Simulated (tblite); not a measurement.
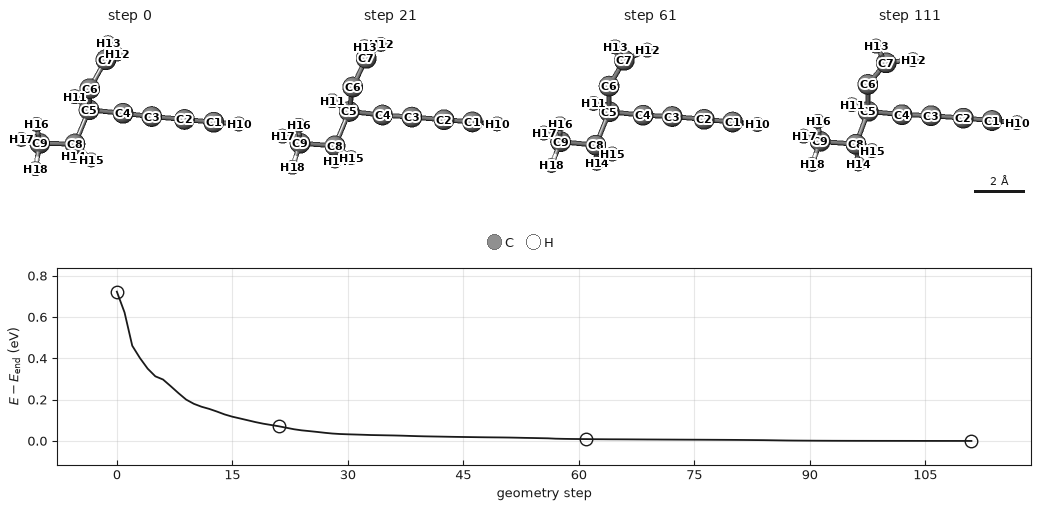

Frames of a relaxation of C9H9 (multiplicity 2), marked on the history of the run. A ball-and-stick model, seen at a tilt.

Level of theory: tblite, GFN2-xTB geometry optimisation, gas phase. 

### Describe the path.

The energy falls by 0.723 eV in 111 geometry steps. The atom that moves furthest after the best rigid fit is H12 (1.16 Å). By element the largest moves are H 1.16 Å, C 0.55 Å. Near-neighbour distances that change, for instance: C8–H14 1.134 → 1.093 Å, C6–C7 1.333 → 1.292 Å, C2–C3 1.398 → 1.357 Å, C5–C8 1.505 → 1.542 Å. Bond angles that change, for instance: C5–C6–C7 118.1° → 144.0°, C6–C7–H12 115.8° → 124.5°, H12–C7–H13 120.5° → 114.0°. Groups turn about C5–C6 by about 50°, C8–C9 by about 20°. The run took 0.61 s on 1 thread of Arm Neoverse V2, with other jobs on the host. From step 0 to 21: H12 moves most (0.49 Å), energy −0.652 eV. From step 21 to 61: H12 moves most (0.52 Å), energy −0.062 eV. From step 61 to 111: H12 moves most (0.51 Å), energy −0.009 eV.
